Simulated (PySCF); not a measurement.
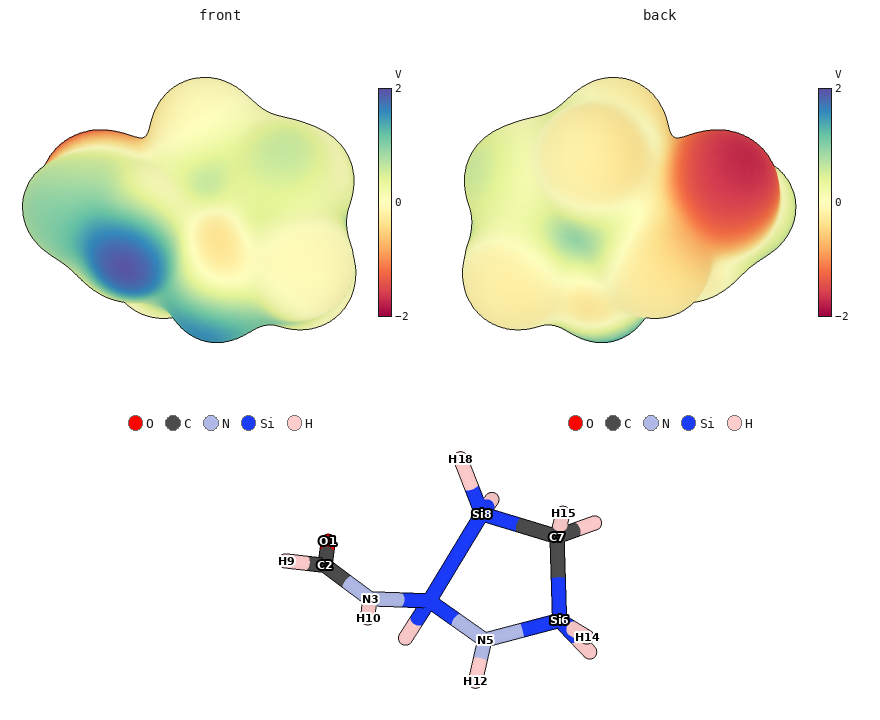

The picture shows: C2H10N2OSi3. The molecular electrostatic potential painted on the density surface at 0.001 e/bohr³, seen from the front and from behind; red is negative and blue positive. The bare structure is drawn below in the same view.

Geometry: GFN2-xTB.

Computed with PySCF, PBE0/pcSseg-1, SCF density, gas phase, non-relativistic.

```yaml
atoms:
  - { symbol: O, position_ang: [2.9718, -0.1597, 1.3178] }
  - { symbol: C, position_ang: [3.1210, -0.2809, 0.1200] }
  - { symbol: N, position_ang: [2.0946, -0.6024, -0.6592] }
  - { symbol: Si, position_ang: [0.6125, -0.7941, 0.2925] }
  - { symbol: N, position_ang: [-0.6079, -1.0439, -0.9211] }
  - { symbol: Si, position_ang: [-2.1870, -0.3365, -0.8114] }
  - { symbol: C, position_ang: [-1.8848, 1.2511, 0.1894] }
  - { symbol: Si, position_ang: [-0.2829, 1.1009, 1.2389] }
  - { symbol: H, position_ang: [4.0957, -0.1330, -0.3749] }
  - { symbol: H, position_ang: [2.2081, -0.6756, -1.6560] }
  - { symbol: H, position_ang: [0.8398, -2.0461, 1.0247] }
  - { symbol: H, position_ang: [-0.4961, -1.7982, -1.5776] }
  - { symbol: H, position_ang: [-3.1180, -1.2380, -0.1174] }
  - { symbol: H, position_ang: [-2.6485, -0.0954, -2.1836] }
  - { symbol: H, position_ang: [-1.7925, 2.0916, -0.4971] }
  - { symbol: H, position_ang: [-2.7484, 1.4747, 0.8114] }
  - { symbol: H, position_ang: [-0.6613, 0.9319, 2.6500] }
  - { symbol: H, position_ang: [0.4750, 2.3599, 1.1419] }
```

**Where is the surface potential most negative and most positive?**

The most negative region (about −1.7 V, or −39 kcal/mol for a unit charge) lies over O1, the most positive (about +1.9 V, or +44 kcal/mol for a unit charge) over H10. O1 is the likeliest acceptor of a hydrogen bond.
